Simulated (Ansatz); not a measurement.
# SiPNH8: geometry relaxation (part 1 of 2)

The run: geometry relaxation of SiPNH8. Method and program: RHF/def2-SVP (Ansatz 0.2.0).

It belongs to a series of runs on one base structure; here: end point A relaxed. Figures and captions count atoms from 1; the log counts them from 0 in places.

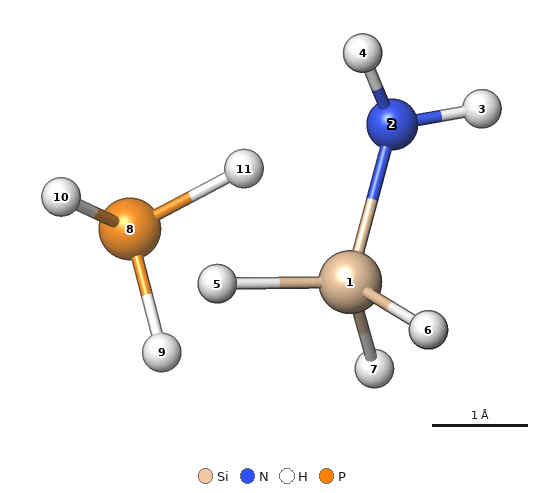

The starting structure (ball-and-stick view, seen at a tilt; atoms are numbered from 1 in the order of the input). Bond lengths as drawn: H–N 1.00 Å, H–P 1.40 to 1.41 Å, H–Si 1.47 to 1.49 Å and N–Si 1.78 Å.

**Summary**

- outcome: converged
- total energy: −18736.1165 eV
- mean-field energy: −18736.1165 eV
- largest force (length of the vector) at the end: 0.029 eV/Å
- hardware: 1 thread of Arm Neoverse V2, 24 GiB of memory available, shared host
- wall time: 29 s
- peak memory: 0.15 GiB

**Input file**
```yaml
crystal:
  periodic: [false, false, false]
  atoms:
    - { symbol: Si, position_ang: [-0.1579, -0.001549, 0.243159] }
    - { symbol: "N", position_ang: [0.018465, 0.196466, 2.00507] }
    - { symbol: H, position_ang: [-0.816227, 0.314777, 2.550143] }
    - { symbol: H, position_ang: [0.735859, 0.815416, 2.335145] }
    - { symbol: H, position_ang: [1.175929, -0.103265, -0.369035] }
    - { symbol: H, position_ang: [-0.829775, 1.166813, -0.392438] }
    - { symbol: H, position_ang: [-1.014871, -1.171459, -0.027707] }
    - { symbol: P, position_ang: [1.558865, -2.853565, 0.992345] }
    - { symbol: H, position_ang: [0.826219, -2.728324, -0.19947] }
    - { symbol: H, position_ang: [2.602933, -1.986891, 0.613203] }
    - { symbol: H, position_ang: [0.845402, -1.899621, 1.752587] }
basis:
  gaussian: { orbitals: def2-SVP }
hamiltonian:
  xc: hf
relax:
  f_tol: 0.03
  max_steps: 50
output:
  orbitals: {}
```

Command:
```bash
ansatz run input.yaml --threads 1 --pin off --max-ram 2048MiB --backend cpu --events-out ev --progress --plain --runs-dir out
```

**What the program printed**
```
The last accepted step is kept in [file] (removed where the run ends without a failure and the disk answers)
Engine: ansatz 0.2.0, aarch64-unknown-linux-gnu
Functional definition: HF
  exchange = exact_x
  correlation = 0
946 factors; integrals over basis functions are off by at most 5.4e-4 eV
mean field evaluation 1: about -18733.1689 eV, gradient 2.9e1 eV
mean field evaluation 2: about -18733.2047 eV, gradient 2.9e1 eV
mean field evaluation 4: about -18735.6102 eV, gradient 3.1e0 eV
mean field evaluation 8: about -18735.6530 eV, gradient 9.2e-2 eV
mean field -18735.65301903 eV, -688.5225489677 hartree, gradient 1.3e-5 eV, S^2 0.000000; 0 other end points of the search recorded, 0 dependent functions left out
the calculation of the forces begins
reference -18735.65301903 eV, -688.5225489677 hartree; 22, 22 occupied and 68, 68 virtual orbitals, 946 factors
relax step   1: F+E_penalty+E_count = -18735.65301903 eV  Δ(F+E_penalty+E_count) = +0.000e0 eV  max|allowed force component| = 1.101e0 eV/Å  Δτ_max = 0.0000 Å  (31 SCF iters, accepted)
these checks for a lower state are left out or cut short: starts, cluster_reference, orbital_swaps, neighbouring_geometries, increment
946 factors; integrals over basis functions are off by at most 5.5e-4 eV
mean field evaluation 16: about -18735.9191 eV, gradient 1.2e-4 eV
mean field -18735.91910759 eV, -688.5323275419 hartree, gradient 1.2e-5 eV, S^2 0.000000; 0 other end points of the search recorded, 0 dependent functions left out
[... from here on the field's lines of each further geometry are left out, up to the last ...]
relax step   2: F+E_penalty+E_count = -18735.91910759 eV  Δ(F+E_penalty+E_count) = -2.661e-1 eV  max|allowed force component| = 7.561e-1 eV/Å  Δτ_max = 0.1944 Å  (28 SCF iters, accepted)
relax step   3: F+E_penalty+E_count = -18736.04048561 eV  Δ(F+E_penalty+E_count) = -1.214e-1 eV  max|allowed force component| = 4.968e-1 eV/Å  Δτ_max = 0.2000 Å  (28 SCF iters, accepted)
relax step   4: F+E_penalty+E_count = -18736.08033565 eV  Δ(F+E_penalty+E_count) = -3.985e-2 eV  max|allowed force component| = 4.607e-1 eV/Å  Δτ_max = 0.1999 Å  (29 SCF iters, accepted)
relax step   5: F+E_penalty+E_count = -18736.09012438 eV  Δ(F+E_penalty+E_count) = -9.789e-3 eV  max|allowed force component| = 4.337e-1 eV/Å  Δτ_max = 0.2000 Å  (28 SCF iters, accepted)
relax step   6: F+E_penalty+E_count = -18736.10427236 eV  Δ(F+E_penalty+E_count) = -1.415e-2 eV  max|allowed force component| = 1.477e-1 eV/Å  Δτ_max = 0.0917 Å  (28 SCF iters, accepted)
relax step   7: F+E_penalty+E_count = -18736.10656619 eV  Δ(F+E_penalty+E_count) = -2.294e-3 eV  max|allowed force component| = 7.522e-2 eV/Å  Δτ_max = 0.0442 Å  (28 SCF iters, accepted)
relax step   8: F+E_penalty+E_count = -18736.10857325 eV  Δ(F+E_penalty+E_count) = -2.007e-3 eV  max|allowed force component| = 1.576e-1 eV/Å  Δτ_max = 0.1053 Å  (28 SCF iters, accepted)
relax step   9: F+E_penalty+E_count = -18736.11010443 eV  Δ(F+E_penalty+E_count) = -1.531e-3 eV  max|allowed force component| = 1.366e-1 eV/Å  Δτ_max = 0.0410 Å  (27 SCF iters, accepted)
relax step  10: F+E_penalty+E_count = -18736.11197908 eV  Δ(F+E_penalty+E_count) = -1.875e-3 eV  max|allowed force component| = 9.579e-2 eV/Å  Δτ_max = 0.0807 Å  (28 SCF iters, accepted)
relax step  11: F+E_penalty+E_count = -18736.11282988 eV  Δ(F+E_penalty+E_count) = -8.508e-4 eV  max|allowed force component| = 1.346e-1 eV/Å  Δτ_max = 0.0641 Å  (29 SCF iters, accepted)
relax step  12: F+E_penalty+E_count = -18736.11370647 eV  Δ(F+E_penalty+E_count) = -8.766e-4 eV  max|allowed force component| = 9.067e-2 eV/Å  Δτ_max = 0.0403 Å  (28 SCF iters, accepted)
relax step  13: F+E_penalty+E_count = -18736.11477666 eV  Δ(F+E_penalty+E_count) = -1.070e-3 eV  max|allowed force component| = 5.981e-2 eV/Å  Δτ_max = 0.0837 Å  (29 SCF iters, accepted)
relax step  14: F+E_penalty+E_count = -18736.11534044 eV  Δ(F+E_penalty+E_count) = -5.638e-4 eV  max|allowed force component| = 6.475e-2 eV/Å  Δτ_max = 0.0877 Å  (29 SCF iters, accepted)
relax step  15: F+E_penalty+E_count = -18736.11568494 eV  Δ(F+E_penalty+E_count) = -3.445e-4 eV  max|allowed force component| = 5.975e-2 eV/Å  Δτ_max = 0.0566 Å  (28 SCF iters, accepted)
relax step  16: F+E_penalty+E_count = -18736.11595015 eV  Δ(F+E_penalty+E_count) = -2.652e-4 eV  max|allowed force component| = 5.518e-2 eV/Å  Δτ_max = 0.0207 Å  (23 SCF iters, accepted)
relax step  17: F+E_penalty+E_count = -18736.11627213 eV  Δ(F+E_penalty+E_count) = -3.220e-4 eV  max|allowed force component| = 3.559e-2 eV/Å  Δτ_max = 0.0453 Å  (28 SCF iters, accepted)
relax step  18: F+E_penalty+E_count = -18736.11646330 eV  Δ(F+E_penalty+E_count) = -1.912e-4 eV  max|allowed force component| = 1.506e-2 eV/Å  Δτ_max = 0.0549 Å  (28 SCF iters, accepted)
the calculation of the forces begins
reference -18736.11653993 eV, -688.5395830463 hartree; 22, 22 occupied and 68, 68 virtual orbitals, 946 factors
relax step  19: F+E_penalty+E_count = -18736.11653993 eV  Δ(F+E_penalty+E_count) = -7.662e-5 eV  max|allowed force component| = 2.231e-2 eV/Å  Δτ_max = 0.0780 Å  (29 SCF iters, accepted)
```

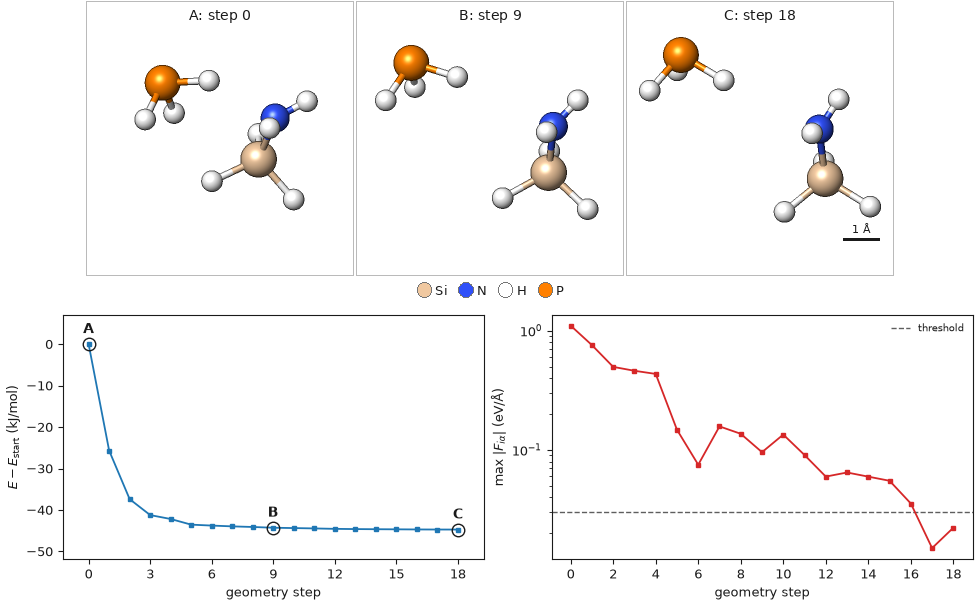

Frames of the relaxation (ball-and-stick view, seen at a tilt) above the curves, on which the letters mark them (the first geometry is step 0 here and step 1 in the log).

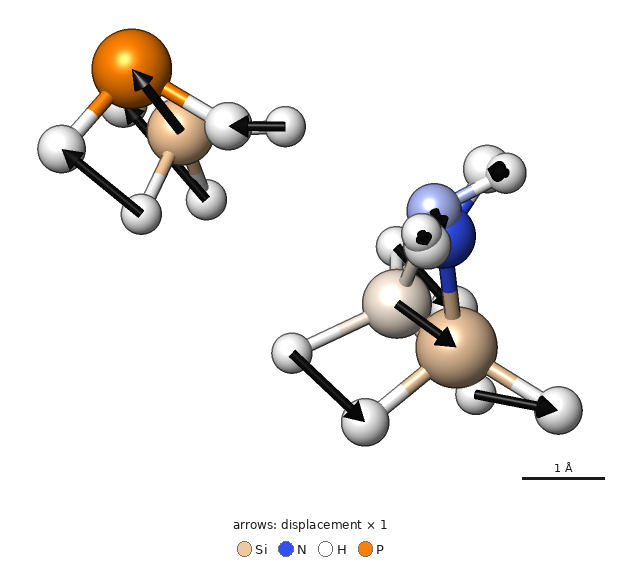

Start (faint) and end (solid) with the displacements as black arrows, at true length (ball-and-stick view, seen at a tilt). The two geometries are laid on each other by the best rigid fit. The largest move after the best rigid fit is that of H9, 1.57 Å. By element the largest moves are H 1.57 Å, P 1.01 Å, Si 0.92 Å, N 0.37 Å. Among the contacts that change: Si1–N2 1.782 → 1.728 Å, Si1–H5 1.471 → 1.482 Å, P8–H9 1.405 → 1.414 Å, Si1–H7 1.475 → 1.482 Å. Among the angles that change: N2–Si1–H6 112.3° → 115.1°, Si1–N2–H3 117.9° → 120.7°, H5–Si1–H7 113.3° → 110.5°. The energy falls by 44.7 kJ/mol in 18 geometry steps. Largest force component: 1.1 eV/Å at the start, 0.022 eV/Å at the end. (Atoms are counted from 1 in the order of the input.)

```
946 factors; integrals over basis functions are off by at most 4.3e-4 eV
mean field -18736.11653993 eV, -688.5395830463 hartree, gradient 7.7e-6 eV, S^2 0.000000; 1 other end points of the search recorded, 0 dependent functions left out
the calculation of the forces begins
reference -18736.11653993 eV, -688.5395830463 hartree; 22, 22 occupied and 68, 68 virtual orbitals, 946 factors
Total energy: -18736.11653993 eV, -688.5395830463 hartree
Atom 0 at    -0.619312     0.783892     0.115762 Å, force     0.002824     0.011111    -0.002133 eV/Å
Atom 1 at    -0.110977     0.356322     1.711179 Å, force    -0.019450     0.000723     0.009847 eV/Å
Atom 2 at    -0.770706     0.014373     2.383797 Å, force     0.017171     0.006547    -0.022310 eV/Å
Atom 3 at     0.629127     0.857948     2.163023 Å, force     0.000235    -0.002720    -0.003231 eV/Å
Atom 4 at     0.585881     0.941291    -0.732373 Å, force    -0.012306    -0.004716     0.012308 eV/Å
Atom 5 at    -1.395077     2.050702     0.017588 Å, force     0.007689    -0.018351     0.002600 eV/Å
Atom 6 at    -1.481766    -0.302487    -0.404888 Å, force     0.004144     0.006787     0.002442 eV/Å
Atom 7 at     2.064809    -3.540402     1.521162 Å, force    -0.009168     0.012801    -0.020479 eV/Å
Atom 8 at     1.438735    -4.044280     0.358002 Å, force     0.006887     0.008978     0.017421 eV/Å
Atom 9 at     3.217293    -3.067128     0.853812 Å, force    -0.005099    -0.003517     0.004266 eV/Å
Atom 10 at     1.386893    -2.301432     1.515938 Å, force     0.007073    -0.017642    -0.000732 eV/Å
Dipole moment:    -0.050375     0.227566     0.111804 e Å
```

**Trajectory as extended XYZ (Å, eV, eV/Å), 19 frames, from step=1 to step=19**
```
11
Properties=species:S:1:pos:R:3:forces:R:3 step=1 energy=-18735.65302
Si   -0.1579   -0.0015    0.2432   -0.4105   0.9734   0.9251
N     0.0185    0.1965    2.0051   -0.2066   0.0671  -1.1010
H    -0.8162    0.3148    2.5501    0.0259   0.0093  -0.0165
H     0.7359    0.8154    2.3351   -0.0171   0.0093   0.0062
H     1.1759   -0.1033   -0.3690    0.0043  -0.0028   0.0080
H    -0.8298    1.1668   -0.3924   -0.0029  -0.0080   0.0036
H    -1.0149   -1.1715   -0.0277    0.0116   0.0098   0.0082
P     1.5589   -2.8536    0.9923    0.3532  -0.7121   0.3636
H     0.8262   -2.7283   -0.1995    0.0048  -0.0250  -0.0332
H     2.6029   -1.9869    0.6132    0.0407   0.0132  -0.0116
H     0.8454   -1.8996    1.7526    0.1967  -0.3342  -0.1523
11
Properties=species:S:1:pos:R:3:forces:R:3 step=2 energy=-18735.91911
Si   -0.2313    0.1259    0.2296    0.0996  -0.0442   0.7561
N    -0.0183    0.2568    1.9728   -0.1922   0.2196  -0.7184
H    -0.8356    0.3433    2.5495    0.0673  -0.0151   0.0108
H     0.7176    0.8443    2.3217   -0.0639  -0.0306  -0.0010
H     1.1099   -0.0301   -0.3691   -0.0143   0.1144  -0.0473
H    -0.8979    1.2792   -0.4143   -0.0689   0.1139  -0.0187
H    -1.0419   -1.0845   -0.0324   -0.0941   0.1099  -0.0584
P     1.6629   -3.0161    1.0161    0.0881   0.1134  -0.0337
H     0.9007   -2.8326   -0.1577    0.0179  -0.1888  -0.0262
H     2.6468   -2.0748    0.6307    0.1114  -0.1526   0.0266
H     0.9320   -2.0624    1.7561    0.0490  -0.2400   0.1102
11
Properties=species:S:1:pos:R:3:forces:R:3 step=3 energy=-18736.04049
Si   -0.2942    0.2221    0.2108   -0.0098   0.0909   0.4968
N    -0.0507    0.3113    1.9396   -0.1530   0.0988  -0.3929
H    -0.8524    0.3552    2.5442    0.1198  -0.0208  -0.0469
H     0.6885    0.8896    2.2955   -0.0609  -0.0442  -0.0045
H     1.0340    0.1037   -0.4285   -0.0150  -0.0276  -0.0154
H    -0.9684    1.4057   -0.3754   -0.0335   0.0774  -0.0425
H    -1.1493   -0.9513   -0.0844    0.0454   0.0107  -0.0184
P     1.7636   -3.1513    1.0542    0.0310   0.0515   0.0449
H     1.0019   -3.0019   -0.1244   -0.0219  -0.0629  -0.0235
H     2.7541   -2.2202    0.6667    0.0475  -0.0535   0.0139
H     1.0178   -2.2141    1.8047    0.0503  -0.1203  -0.0116
11
Properties=species:S:1:pos:R:3:forces:R:3 step=4 energy=-18736.08034
Si   -0.3715    0.3513    0.2099    0.1703  -0.3203  -0.1752
N    -0.1076    0.3996    1.9116   -0.2337   0.2164   0.4607
H    -0.8900    0.3930    2.5491    0.2766  -0.0239  -0.2092
H     0.6408    0.9557    2.2854   -0.0857  -0.0769  -0.0417
H     0.9548    0.1822   -0.4321   -0.0373   0.1303  -0.0351
H    -1.0324    1.5420   -0.3833   -0.0209   0.0158   0.0114
H    -1.1951   -0.8436   -0.0977   -0.1039   0.1122  -0.0180
P     1.8756   -3.3058    1.0729    0.0104   0.0521  -0.1516
H     1.0909   -3.1794   -0.1012    0.0903  -0.0489   0.0761
H     2.8589   -2.3675    0.6714   -0.0499  -0.0837   0.0168
H     1.1204   -2.3788    1.8171   -0.0161   0.0269   0.0657
11
Properties=species:S:1:pos:R:3:forces:R:3 step=5 energy=-18736.09012
Si   -0.4183    0.4310    0.1793   -0.1516   0.2296   0.3640
N    -0.1495    0.4677    1.8929   -0.1950  -0.1557  -0.1234
H    -0.9009    0.3159    2.5511    0.4337   0.1576  -0.2486
H     0.6305    0.9626    2.2855   -0.2198  -0.0594   0.0612
H     0.8890    0.3177   -0.5020    0.0297  -0.0976  -0.0087
H    -1.0787    1.6480   -0.3681    0.0121  -0.0066  -0.0081
H    -1.3182   -0.7050   -0.1273    0.0807  -0.0562  -0.0376
P     1.9401   -3.4077    1.1417    0.0303   0.0584   0.0467
H     1.1905   -3.3455   -0.0513   -0.0475  -0.0222  -0.0444
H     2.9545   -2.5331    0.6920    0.0378  -0.0259   0.0039
H     1.2060   -2.4027    1.8093   -0.0103  -0.0221  -0.0050
11
Properties=species:S:1:pos:R:3:forces:R:3 step=6 energy=-18736.10427
Si   -0.4507    0.4750    0.1846    0.1477  -0.0618  -0.0981
N    -0.1455    0.4427    1.8807   -0.0146  -0.0215  -0.0398
H    -0.8963    0.3295    2.5283   -0.1268  -0.0243   0.1474
H     0.6023    0.9665    2.2882    0.0634   0.0494  -0.0049
H     0.8540    0.3481   -0.5061   -0.0132   0.0239  -0.0356
H    -1.1084    1.7025   -0.3317   -0.0291   0.0432   0.0172
H    -1.3237   -0.6697   -0.1620   -0.0354   0.0005   0.0136
P     1.9592   -3.4295    1.1786   -0.0120  -0.0005  -0.0110
H     1.2167   -3.4292   -0.0245    0.0173  -0.0096   0.0148
H     3.0019   -2.6106    0.6890   -0.0037  -0.0077   0.0006
H     1.2354   -2.3764    1.7779    0.0064   0.0085  -0.0041
```
